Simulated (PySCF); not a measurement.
**Run report: Al$_{2}$Cl$_{6}$, frequency calculation**

System: Al$_{2}$Cl$_{6}$.
Method: RKS-based B3LYP, Al def2-TZVP, Cl def2-TZVP; non-relativistic Hamiltonian; density fitting (PySCF 2.14.0).

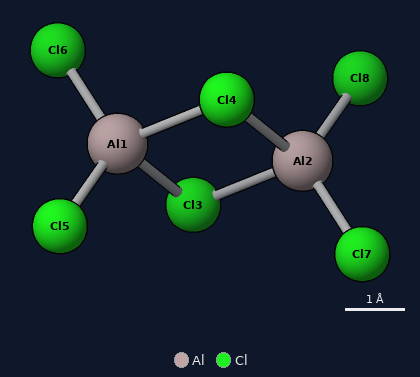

**Figure 1.** The input geometry (ball-and-stick view, seen at a tilt; atoms are numbered from 1 in the order of the input). Sticks mark near contacts.

Key numbers

```csv
quantity,value
outcome,converged
total energy,−3246.752395 hartree
HOMO,−9.14 eV
LUMO,−1.30 eV
zero-point energy,0.010815 hartree
dipole moment,0.00 D
"wavenumbers, lowest and highest",20 and 611 cm⁻¹
hardware,"4 threads of Intel Xeon (Granite Rapids), 176 GiB of memory available, shared host"
wall time,4.6 min (CPU time 14 min)
peak memory,5.4 GiB
```

Notes

Checks after the run noted: a mode under 25 cm-1 is near the numerical noise.

The input
```python
from pyscf import gto, scf, dft
mol = gto.M(atom='''
Al     1.609482     0.000000     0.000000
Al    -1.609482     0.000000     0.000000
Cl    -0.000000     1.625204     0.000000
Cl    -0.000000    -1.625204     0.000000
Cl     2.629948     0.000000     1.819416
Cl     2.629948     0.000000    -1.819416
Cl    -2.629948     0.000000     1.819416
Cl    -2.629948     0.000000    -1.819416''',
    basis={'Al': 'def2-TZVP', 'Cl': 'def2-TZVP'},
    charge=0, spin=0)
mf = dft.RKS(mol, xc='B3LYP')
mf.grids.atom_grid = (75, 302)
aux = {'Al': 'def2-universal-JKFIT', 'Cl': 'def2-universal-JKFIT'}
mf = mf.density_fit(auxbasis=aux)
mf.conv_tol = 1e-09
mf.diis_space = 10
mf.max_cycle = 60
mf.verbose = 4
mf.kernel()
```

The script is an equivalent of the set-up of the self-consistent field. The run itself was carried out by a driver, which started from the orbitals of the step before it where there was one and computed the further properties.

Launch command:
```bash
OMP_NUM_THREADS=4 python axn.py task.json out
```

Output
```
init E= -3246.75239546227
  HOMO = -0.335990944562063  LUMO = -0.047932481685884  gap/eV = 7.83847
cycle= 1 E= -3246.75239546222  delta_E= 4.91e-11  |g|= 1.9e-05  |ddm|= 2.57e-05
  HOMO = -0.335991265980769  LUMO = -0.0479353487681413  gap/eV = 7.83840
cycle= 2 E= -3246.75239546209  delta_E= 1.31e-10  |g|= 2.85e-05  |ddm|= 3.82e-05
  HOMO = -0.335991169907411  LUMO = -0.0479336729317552  gap/eV = 7.83844
cycle= 3 E= -3246.75239546232  delta_E= -2.34e-10  |g|= 9.35e-07  |ddm|= 2.29e-05
  HOMO = -0.335991128383114  LUMO = -0.0479336567237119  gap/eV = 7.83844
cycle= 4 E= -3246.75239546232  delta_E= 6.37e-12  |g|= 4.01e-08  |ddm|= 6.57e-07
  HOMO = -0.335991123452729  LUMO = -0.0479336522704403  gap/eV = 7.83844
Extra cycle  E= -3246.75239546232  delta_E= -1.82e-12  |g|= 3.87e-08  |ddm|= 5.84e-08
converged SCF energy = -3246.75239546232
```

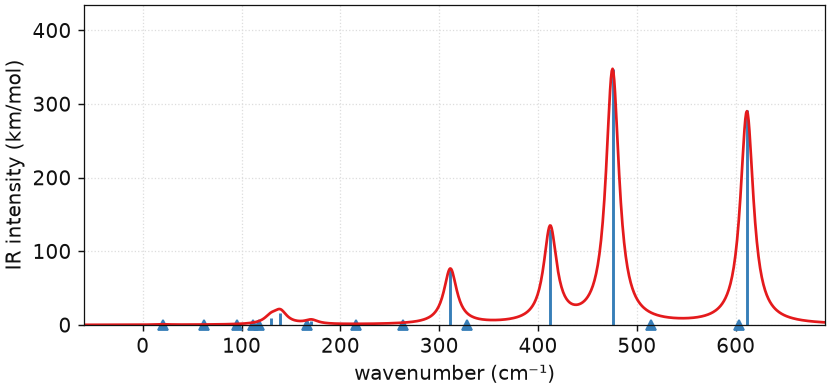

**Figure 2.** Harmonic infrared spectrum, unscaled: sticks (degenerate modes added up, dark ones marked on the axis) with a Lorentzian envelope of 16 cm⁻¹ full width, scaled to the tallest stick. 18 modes from 20 to 611 cm⁻¹, none imaginary. The strongest line is at 475 cm⁻¹ (348 km/mol).
